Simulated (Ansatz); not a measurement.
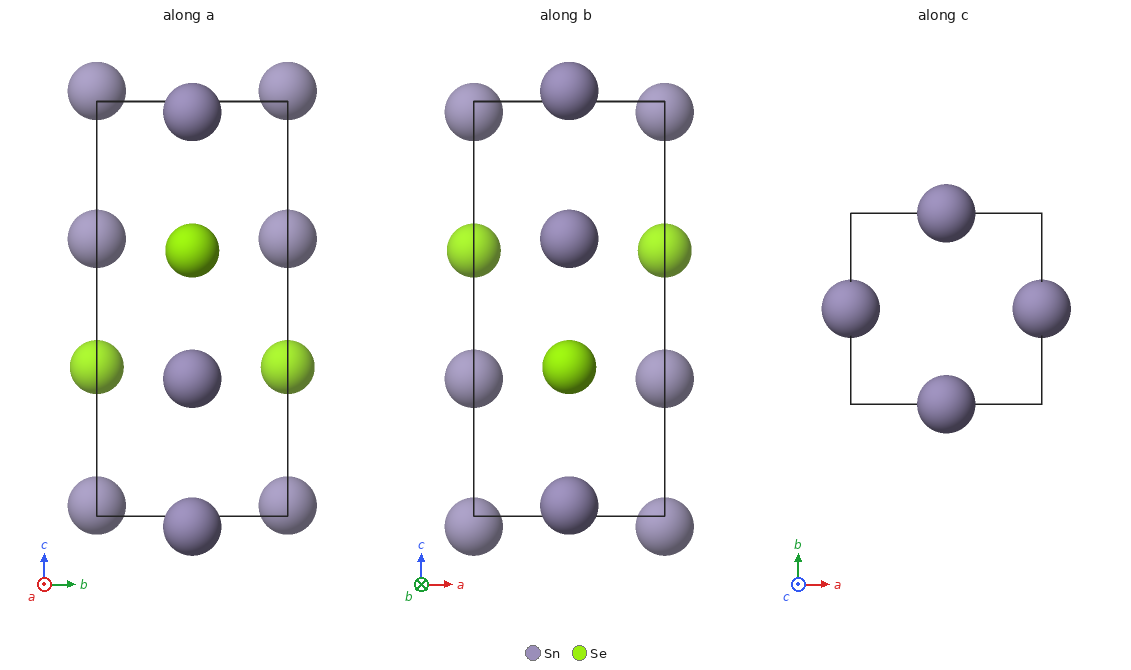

The image is a spheres-only drawing of a crystal, viewed along the a axis, along the b axis and along the c axis. The conventional unit cell is drawn as a box.

Lattice parameters: a = 4.268 Å, b = 4.268 Å, c = 9.267 Å, α = 90.00°, β = 90.00°, γ = 90.00°. Put a along x and b in the xy plane.

Question: From the views, write a POSCAR file, with free fractional coordinates to two decimals.

Answer:
```
Sn Se
1.0
     4.268    0.000    0.000
     0.000    4.268    0.000
     0.000    0.000    9.267
Sn Se
4 2
Direct
  0.50 0.00 0.67
  0.00 0.50 0.33
  0.50 0.00 0.03
  0.00 0.50 0.97
  0.50 0.00 0.36
  0.00 0.50 0.64
```

The cell started as a structure type filled with these elements by a generator (whether the compound takes this form wasn't checked). Earlier steps of the study may have refined or changed the cell and positions. An electronic-structure calculation with Ansatz was run on it.
